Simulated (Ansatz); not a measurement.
**GeS (germanium sulfide) at RPA@PBE/aug-cc-pVTZ**

What is the energy change on altering one bond length of GeS (germanium sulfide) at RPA@PBE/aug-cc-pVTZ? 

Program for the calculation: Ansatz 0.2.0.

30 further runs of the same task are left out: 30 set aside as unsound or not needed.

## 1. The molecule

GeS has 2 atoms, charge 0, and is taken as a singlet. SMILES: `[S+]#[Ge-]`. The bond length is the measured one.

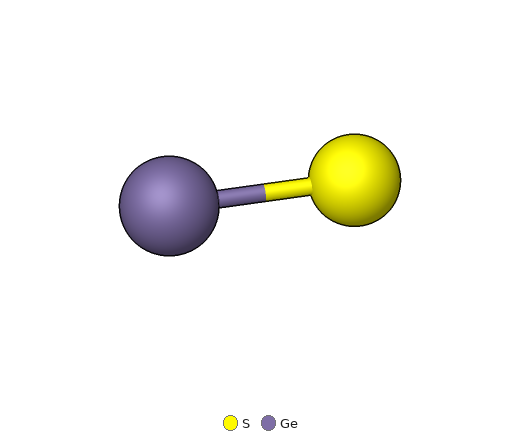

The structure, seen from a chosen angle (sulfur yellow, germanium purple).

## 2. The energy at RPA@PBE/aug-cc-pVTZ

Input file run.yaml:

```yaml
crystal:
  periodic: [false, false, false]
  atoms:
    - {symbol: S, position_ang: [0.000000, 0.000000, 0.000000]}
    - {symbol: Ge, position_ang: [0.000000, 0.000000, 2.012086]}
basis:
  gaussian:
    orbitals: aug-cc-pVTZ
hamiltonian:
  xc: {name: PBE}
correlation:
  method: rpa
  frozen_orbitals: {Ge: 9, S: 5}
accuracy: high
```

The run is started by

```sh
ansatz run run.yaml --threads 1 --pin off --max-ram 3480MiB --events-out events.jsonl --progress --plain --runs-dir runs
```

Standard output:

```text
Warning: RAYON_NUM_THREADS=1 ignored (pool sized by the plan → 1); use --threads N
Functional definition: PBE
  name "PBE"
  parameter kappa = 0.804
  parameter beta = 0.06672455060314922
  exchange = pbe_x(kappa = kappa, mu = beta*pi^2/3)
  correlation = pbe_c(beta = beta)
1389 factors; integrals over basis functions are off by at most 4.7e-9 eV
mean field evaluation 1: about -67340.1714 eV, gradient 3.2e1 eV
mean field evaluation 2: about -67340.1657 eV, gradient 3.2e1 eV
mean field evaluation 4: about -67341.3015 eV, gradient 1.9e1 eV
mean field evaluation 8: about -67342.8493 eV, gradient 4.0e-1 eV
mean field evaluation 16: about -67342.8499 eV, gradient 8.1e-6 eV
mean field evaluation 32: about -67342.8488 eV, gradient 4.5e-1 eV
mean field -67342.84989320 eV, -2474.8040869520 hartree, gradient 1.3e-8 eV, S^2 0.000000; 1 other end points of the search recorded, 0 dependent functions left out
14 core orbitals not correlated: weight in the atoms' cores, before any rotation towards them, 1.000 or more for the frozen orbitals, at most 0.000 for the correlated occupied ones
reference -67292.58445420 eV, -2472.9568661397 hartree; 10, 10 occupied and 85, 85 virtual orbitals, 1389 factors
Total energy: -67307.69644977 eV, -2473.5122217336 hartree
```

It took 11 s on 1 thread of Arm Neoverse V1, shared host; peak memory 0.25 GiB.

## 3. The distorted shape

Input file input.yaml:

```yaml
crystal:
  periodic: [false, false, false]
  atoms:
    - {symbol: S, position_ang: [0.000000, 0.000000, -1.006014]}
    - {symbol: Ge, position_ang: [0.000000, 0.000000, 2.012086]}
basis:
  gaussian:
    orbitals: aug-cc-pVTZ
hamiltonian:
  xc: {name: PBE}
accuracy: high
correlation:
  method: rpa
  frozen_orbitals: {Ge: 9, S: 5}
```

The run is started by

```sh
ansatz run input.yaml --threads 1 --pin off --max-ram 3480MiB --events-out events.jsonl --progress --plain --runs-dir runs
```

Standard output (excerpt; [...] marks lines left out):

```text
Warning: RAYON_NUM_THREADS=1 ignored (pool sized by the plan → 1); use --threads N
[... 2 set-up lines as earlier in the session ...]
[...]
1393 factors; integrals over basis functions are off by at most 4.8e-9 eV
[...]
mean field -67339.23413466 eV, -2474.6712102765 hartree, gradient 2.6e-8 eV, S^2 0.000000; 4 other end points of the search recorded, 0 dependent functions left out; unrestricted orbitals would lower it
unrestricted determinant -67290.75336786 eV, -2472.8895749581 hartree, S^2 1.5026
14 core orbitals not correlated: weight in the atoms' cores, before any rotation towards them, 1.000 or more for the frozen orbitals, at most 0.000 for the correlated occupied ones
reference -67286.91095136 eV, -2472.7483687562 hartree; 10, 10 occupied and 85, 85 virtual orbitals, 1393 factors
Total energy: -67304.33957596 eV, -2473.3888588967 hartree
```

It took 25 s on 1 thread of Arm Neoverse V1, shared host; peak memory 0.35 GiB.

## 4. What came out

At RPA@PBE/aug-cc-pVTZ, 14 core orbitals frozen:

| quantity | value |
| --- | --- |
| first shape: total energy | -2473.51222 Eh |
| first shape: RPA correlation energy (valence) | -555.4 mEh |
| distorted shape: total energy | -2473.38886 Eh |
| distorted shape: RPA correlation energy (valence) | -640.5 mEh |
| energy change with the S1–Ge2 bond stretched from 2.012 to 3.018 Å | 3.357 eV |

**Reading.** With the S1–Ge2 bond stretched from 2.012 to 3.018 Å the energy rises by 3.36 eV (77 kcal/mol). The first shape isn't relaxed at this level, so the change isn't measured from a minimum. A restricted reference can't describe the breaking bond well at this length. The restricted solution (distorted shape) is unstable to spin breaking: an unrestricted one lies lower.
